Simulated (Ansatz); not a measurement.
# Run report: CaGa2H2Cl2, band-structure calculation

CaGa2H2Cl2 (7 atoms in the cell), computed with DFT PBE+D3(BJ), scalar-relativistic, plane waves, PAW, no spin polarisation (Ansatz 0.2.0).

The structure was made by a generator, so it may or may not be a known phase.

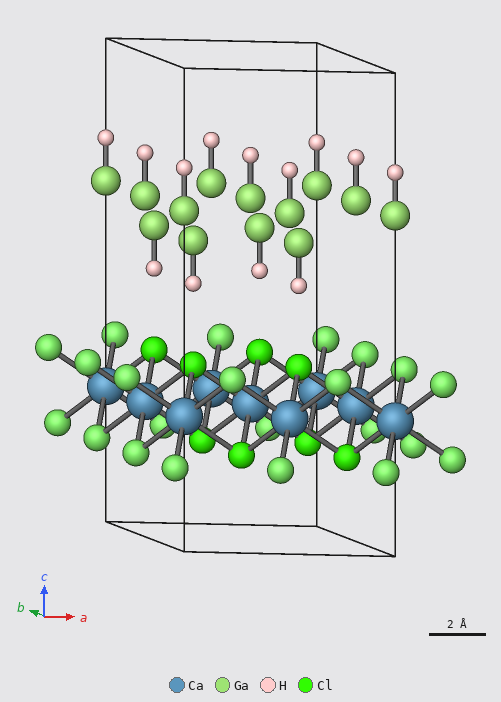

Fig. 1: The input geometry (ball-and-stick view of the 2 × 2 repeat of the cell, with the vacuum cut short, seen slightly off an axis; neighbours outside the cell are drawn fainter). An atom can appear more than once, as a periodic image. Near neighbours in the periodic cell (some may lie outside the picture): Ca has 6 Cl at 2.69 Å; Ga has 1 H at 1.56 Å; H has 1 Ga at 1.56 Å; Cl has 3 Ca at 2.69 Å.

## Summary

- outcome: converged
- electrons treated: 52
- free energy: −11580.4716 eV
- Fermi energy: −5.377 eV
- gap on the k-point mesh: none (metallic)
- largest force (length of the vector): 0.003 eV/Å
- hardware: 1 thread of Intel Xeon @ 2.50GHz (Skylake/Cascade Lake), 189 GiB of memory available, shared host
- wall time: 7.9 min
- peak memory: 1.1 GiB

## The input
```yaml
crystal:
  lattice:
    - [3.8301340113, 0.0, 0.0]
    - [-1.9150670056, 3.3169933537, 0.0]
    - [0.0, 0.0, 44.7753657699]
  atoms:
    - { symbol: Ca, position: [0.0, 0.0, 0.1859553748] }
    - { symbol: Ga, position: [0.0, 0.0, 0.3527652378] }
    - { symbol: Ga, position: [0.3333333333, 0.6666666667, 0.3211830407] }
    - { symbol: H, position: [0.0, 0.0, 0.3876208748] }
    - { symbol: H, position: [0.3333333333, 0.6666666667, 0.2863597289] }
    - { symbol: Cl, position: [0.3333333333, 0.6666666667, 0.2202201316] }
    - { symbol: Cl, position: [0.6666666667, 0.3333333333, 0.1516375883] }
  periodic: [true, true, false]
basis:
  ecutwfc: 420
kpoints:
  mp_grid: { grid: [12, 12, 1] }
  band_path:
    path:
      - [0.0, 0.0, 0.0]
      - [0.5, 0.0, 0.0]
      - [0.33333333, 0.33333333, 0.0]
      - [0.0, 0.0, 0.0]
    npoints: 14
hamiltonian:
  xc: pbe
  dispersion: d3bj
scf:
  occupations: { method: gaussian, width: 0.1 }
  n_extra_bands: 17
output:
  forces: true
  stress: true
  eigenvalues: true
  populations: true
  dos: { projected: true, de: 0.02, nscf_kmesh: { grid: [15, 15, 1] } }
  bader: true
```

Command:
```bash
ansatz run input.yaml --threads 1 --pin off --max-ram 2560MiB --backend cpu --events-out ev --progress --plain --runs-dir out
```

## What the program printed
```
scf.n_extra_bands = 17 over 26 filled bands (N_el = 52.0): the run solves 43 bands
Engine: ansatz 0.2.0, x86_64-unknown-linux-gnu
Pseudopotentials: kind: paw
Pseudopotential: Ca, paw, valence charge 10, recommended cutoff 420 eV (normal), Ca.paw.azcp
Pseudopotential: Ga, paw, valence charge 13, recommended cutoff 420 eV (normal), Ga.paw.azcp
Pseudopotential: H, paw, valence charge 1, recommended cutoff 420 eV (normal), H.paw.azcp
Pseudopotential: Cl, paw, valence charge 7, recommended cutoff 420 eV (normal), Cl.paw.azcp
Functional definition: PBE
  parameter kappa = 0.804
  parameter beta = 0.06672455060314922
  exchange = pbe_x(kappa = kappa, mu = beta*pi^2/3)
  correlation = pbe_c(beta = beta)
Crystal: 7 atoms, lattice volume = 568.850 Å³
Basis set: ecut = 420 eV, 11105 PW (Γ), exchange–correlation on 54×54×600 points (8 copies of the dense FFT grid, shifted against one another)
Bands: 43, of which v1, the nominal top of the filled ones, is band 26 counted from 1 (25 counted from 0)
Symmetry: 6 space group operations
Space group: P3m1 (ITA 156), of the structure as read, at distance tolerance 8.3e-5 Å
k-points: 19 of 144 (time reversal used)
Non-local potential: Ca, projectors of the file, l = 0: 3, l = 1: 2, l = 2: 2
Non-local potential: Ga, projectors of the file, l = 0: 2, l = 1: 2, l = 2: 3, l = 3: 1
Non-local potential: H, projectors of the file, l = 0: 2, l = 1: 1
Non-local potential: Cl, projectors of the file, l = 0: 2, l = 1: 2, l = 2: 2
PAW form: soft (Blöchl's): semilocal exchange-correlation on the pseudo side does not see the compensation charge
PAW one-centre angular grid: Ca, 110 points (default); XC on 64 Gauss nodes
PAW one-centre angular grid: Ga, 590 points (default); XC on 64 Gauss nodes
PAW one-centre angular grid: H, 110 points (default); XC on 64 Gauss nodes
PAW one-centre angular grid: Cl, 110 points (default); XC on 64 Gauss nodes
Initial density: superposition of atomic densities (neutral atoms: chi_scale 0, normalization atom), corrected by the library's trained network
Initial wavefunctions: pseudopotential atomic-orbital guess
Functional: x = pbe(κ = 0.804, μ = 0.2195149727645171), c = pbe(β = 0.06672455060314922)
SCF iter   1: F=—  HF=-11580.478087 eV  |F-HF|=—  |Δ(HF+E_count)|=         —  Δρ=1.09e-3  dr2=3.90e-2  ethr=1.77e-3  ⟨swp⟩=16.2  Hψ=6928  notcnv=0  defer=82
preconditioner: auto → LDOS  [metal: Δε(μ)=0.099 eV  Ē_g=15.209 eV  σ=0.100 eV  W_gap=0.44  n_scr=26 (ndim 8)  ℏωp=10.3 eV  f_vac=0.718  D(μ)=1.14/eV (n_scr^D=8)  β→1.0]
SCF iter   2: F=—  HF=-11580.490910 eV  |F-HF|=—  |Δ(HF+E_count)|=   1.28e-2  Δρ=1.76e-3  dr2=7.94e-2  ethr=7.51e-5  ⟨swp⟩=3.2  Hψ=1806  notcnv=0  defer=188
SCF iter   3: F=—  HF=-11580.478669 eV  |F-HF|=—  |Δ(HF+E_count)|=   1.22e-2  Δρ=1.04e-3  dr2=2.84e-2  ethr=7.51e-5  ⟨swp⟩=3.1  Hψ=1571  notcnv=0  defer=190
SCF iter   4: F=—  HF=-11580.472088 eV  |F-HF|=—  |Δ(HF+E_count)|=   6.58e-3  Δρ=2.59e-4  dr2=1.28e-3  ethr=5.46e-5  ⟨swp⟩=2.1  Hψ=1046  notcnv=0  defer=174
SCF iter   5: F=—  HF=-11580.471689 eV  |F-HF|=—  |Δ(HF+E_count)|=   3.99e-4  Δρ=1.17e-4  dr2=2.66e-4  ethr=2.46e-6  ⟨swp⟩=3.2  Hψ=1233  notcnv=0  defer=173
SCF iter   6: F=—  HF=-11580.471641 eV  |F-HF|=—  |Δ(HF+E_count)|=   4.81e-5  Δρ=3.09e-5  dr2=8.28e-6  ethr=5.11e-7  ⟨swp⟩=2.2  Hψ=772  notcnv=0  defer=173
SCF iter   7: F=—  HF=-11580.471606 eV  |F-HF|=—  |Δ(HF+E_count)|=   3.47e-5  Δρ=1.45e-5  dr2=1.19e-6  ethr=1.59e-8  ⟨swp⟩=3.0  Hψ=1225  notcnv=0  defer=173
SCF iter   8: F=—  HF=-11580.471607 eV  |F-HF|=—  |Δ(HF+E_count)|=   2.38e-7  Δρ=5.44e-6  dr2=2.06e-7  ethr=2.29e-9  ⟨swp⟩=3.2  Hψ=1341  notcnv=0  defer=174
SCF iter   9: F=-11580.471607 eV  HF=-11580.471607 eV  |F-HF|=2.47e-8  |Δ(HF+E_count)|=   1.35e-7  Δρ=1.61e-6  dr2=1.48e-8  ethr=1.92e-10  ⟨swp⟩=23.3  Hψ=6656  notcnv=0
SCF 1 converged in 9 iterations: F = -11580.471607 eV  dr2 = 1.48e-8
  greatest PAW one-centre occupation: 0.995 electrons in one spin orbital (limit 2), on the Ca atom at site 0 (counted from 0), in its partial waves of l = 0
NSCF: frozen V_eff on 43 k-points
NSCF: frozen V_eff on 27 k-points
SCF converged after 9 iterations
Free energy (F): -11580.471607 eV
Harris-Foulkes:  -11580.471607 eV  (|F-HF|=2.47e-8)
Internal energy: -11580.465904 eV  (E = F + TS)
E sigma→0 (E₀):  -11580.468755 eV
Entropy (-TS):   -0.005703 eV (-0.815 meV/atom)
Fermi energy:    -5.377164 eV
--- Per-component energies (eV) ---
  E_band       = -920.809609
  E_kinetic    = 857.215656
  E_local      = -143807.999230  (includes V_loc(G=0)·N_el)
  E_nonlocal   = 968.518298
  E_hartree    = 71244.370704
  E_xc         = -507.621587
  E_vxc        = -553.918438  (∫ρ·V_xc dr)
  E_paw        = -6150.623896  (= ΣΔE_a)
  E_vpaw       = -873.372237  (= ΣTr[D̂ρ^β])
  E_aug_tail   = -0.002438  (compensation charges beyond the density's cutoff)
  E_ewald      = 65816.566301
  E_disp       = -0.889712  (pairwise vdW)
  E_smearing   = -0.005703  (= −TS)
  E_closure    = 0.000000  (closes the sum)
  Σ components = -11580.471607   (vs F -11580.471607, Δ=0.00e0)
--- Forces (eV/Å), atoms counted from 1 ---
  atom   1  Ca    -0.00000000    -0.00000000     0.00155715
  atom   2  Ga    -0.00000000    -0.00000000     0.00174295
  atom   3  Ga     0.00000000     0.00000000    -0.00316625
  atom   4  H      0.00000000    -0.00000000    -0.00146879
  atom   5  H      0.00000000     0.00000000     0.00227651
  atom   6  Cl     0.00000000     0.00000000    -0.00098305
  atom   7  Cl     0.00000000     0.00000000     0.00004415
  max |Σ_I F_I| component: 2.67e-6 eV/Å
--- 2D stress c σ (N/m, compression-positive) ---
       -0.010870      -0.000000       0.000000
       -0.000000      -0.010870       0.000000
        0.000000       0.000000       0.000000
  P = ½ c Tr σ = -0.0109 N/m
--- Band table (eV; the first three rows and the last of 19) ---
  k-point 0: bands = ["-46.0929", "-27.2138", "-27.0858", "-27.0858", "-21.1920", "-20.7338", "-20.0501", "-20.0501", "-19.9653", "-19.9653", "-19.9331", "-19.7485", "-19.7113", "-19.7113", "-19.5999", "-19.5999", "-14.1072", "-10.6942", "-10.1658", "-9.0333", "-9.0333", "-8.7570", "-8.3268", "-8.3268", "-7.6614", "-2.1329", "-1.7316 (-1.7316°)", "-1.7316 (-1.7316°)", "-1.7079 (-1.7079°)", "-1.7079 (-1.7079°)", "-1.6724 (-1.6724°)", "-1.4894 (-1.4894°)", "-0.5159 (-0.5163°)", "-0.4160 (-0.4160°)", "-0.4160 (-0.4160°)", "-0.0756 (-0.0882°)", "0.0221", "0.4998", "0.5825", "0.7340", "1.0576", "1.0576", "1.6599"]
  k-point 1: bands = ["-46.0919", "-27.2079", "-27.1030", "-27.0887", "-21.1592", "-20.7379", "-20.0491", "-20.0460", "-19.9645", "-19.9590", "-19.9304", "-19.7499", "-19.7145", "-19.7125", "-19.6075", "-19.6006", "-14.0199", "-10.6482", "-10.1214", "-9.1989", "-9.0326", "-8.6509", "-8.4848", "-8.3663", "-7.6337", "-2.6605", "-2.0346", "-1.9720", "-1.8520 (-1.8520°)", "-1.6424 (-1.6424°)", "-1.5760 (-1.5760°)", "-1.3791 (-1.3791°)", "-0.7466 (-0.7466°)", "-0.3910 (-0.3910°)", "-0.1116 (-0.1169°)", "0.0225 (0.0053°)", "0.2679", "0.4822", "0.7028", "0.7899", "1.3254", "1.4321", "1.7883"]
  k-point 2: bands = ["-46.0890", "-27.1926", "-27.1486", "-27.0965", "-21.0706", "-20.7481", "-20.0461", "-20.0349", "-19.9625", "-19.9414", "-19.9214", "-19.7548", "-19.7240", "-19.7164", "-19.6286", "-19.6025", "-13.7605", "-10.5223", "-10.0064", "-9.4491", "-9.0321", "-8.8672", "-8.5678", "-8.4695", "-7.5639", "-4.1554", "-2.5104", "-2.1356", "-1.8610", "-1.4350 (-1.4350°)", "-1.3986 (-1.3986°)", "-1.0312 (-1.0312°)", "-0.7510 (-0.7510°)", "-0.3384 (-0.3385°)", "-0.3119 (-0.3119°)", "0.2616 (0.2481°)", "0.3234 (0.3022°)", "0.8259", "1.0024", "1.1276", "1.7675", "1.8278", "2.0990"]
  k-point 18: bands = ["-46.0751", "-27.2485", "-27.2479", "-27.1130", "-20.7294", "-20.7089", "-20.0416", "-19.9165", "-19.9164", "-19.8688", "-19.8533", "-19.8529", "-19.7826", "-19.7338", "-19.7335", "-19.6256", "-10.9570", "-10.9294", "-9.8420", "-9.8021", "-9.7859", "-9.1624", "-9.0992", "-9.0542", "-7.2476", "-7.2248", "-6.7517", "-1.5214", "-1.4425", "-1.4086", "-1.2203", "-0.8518", "-0.7994", "0.1746", "0.1924", "2.0426", "2.2256", "2.4158", "2.4978", "2.8256 (2.8256°)", "3.0481 (3.0481°)", "3.0937", "3.3369"]
  ° read free of the cell's end (the report's vacuum.weakly_bound_levels)
--- Löwdin populations: 7 sites ---
  site symbol       q [e]
     0     Ca      8.3672
     1     Ga     12.9007
     2     Ga     12.9056
     3      H      1.0339
     4      H      1.0403
     5     Cl      7.6728
     6     Cl      7.6769
  spilling = 0.007741 (of n_electrons = 52.000000)
--- Bader charges: 7 sites ---
  site symbol  charge [e]  shift [e]
     0     Ca      1.5195     0.0001
     1     Ga      0.3101     0.0040
     2     Ga      0.3071     0.0043
     3      H     -0.3103     0.0040
     4      H     -0.3048     0.0043
     5     Cl     -0.7617     0.0000
     6     Cl     -0.7600     0.0000
  estimated error of the sums over rays = 4.5e-4 e
```

## File bader_charges.tsv
```
# site	symbol	x_ang	y_ang	z_ang	partial_charge_e	electrons	volume_ang3	relative_density_drop	shared_charge_e	partial_wave_shift_e
# quadrature_error_electrons = 4.5e-4
0	Ca	0.0000	0.0000	8.3262	1.51947	18.48053	12.63	-	1.51947	0.00008
1	Ga	0.0000	0.0000	15.7952	0.31009	30.68991	24.37	-	0.31009	0.00404
2	Ga	0.0000	2.2113	14.3811	0.30708	30.69292	24.39	-	0.30708	0.00429
3	H	0.0000	0.0000	17.3559	-0.31025	1.31025	13.53	-	-0.31025	0.00404
4	H	0.0000	2.2113	12.8219	-0.30476	1.30476	13.42	-	-0.30476	0.00429
5	Cl	0.0000	2.2113	9.8604	-0.76167	17.76167	32.91	-	-0.76167	0.00004
6	Cl	1.9151	1.1057	6.7896	-0.75996	17.75996	32.78	-	-0.75996	0.00004
```

## File populations.tsv
```
# site	symbol	l	j	q
# orbitals = lowdin
# n_electrons = 52.000000
# spilling = 0.007741
0	Ca	0_3S	-	1.992300
0	Ca	0_4S	-	0.378692
0	Ca	1_3P	-	5.996253
1	Ga	0_4S	-	1.162257
1	Ga	1_4P	-	1.757029
1	Ga	2_3D	-	9.981457
2	Ga	0_4S	-	1.162529
2	Ga	1_4P	-	1.761643
2	Ga	2_3D	-	9.981386
3	H	0_1S	-	1.033878
4	H	0_1S	-	1.040327
5	Cl	0_3S	-	1.928100
5	Cl	1_3P	-	5.744735
6	Cl	0_3S	-	1.927916
6	Cl	1_3P	-	5.748962
```

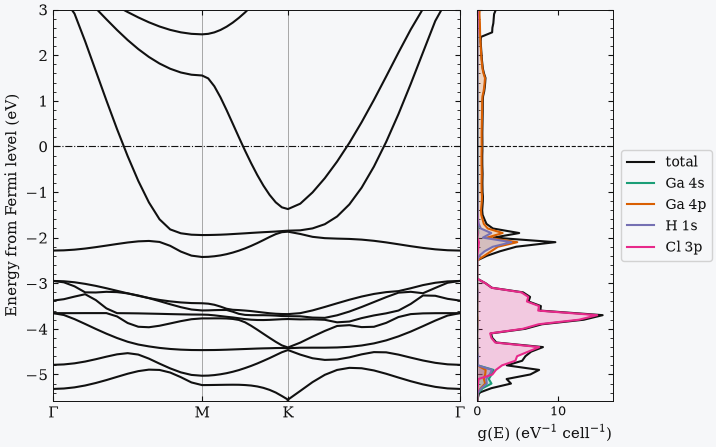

Fig. 2: Band structure along Γ–M–K–Γ and density of states (projected on Löwdin-orthogonalised atomic shells), with energies from the Fermi level. Bands cross the Fermi level: a metal at this level of theory.
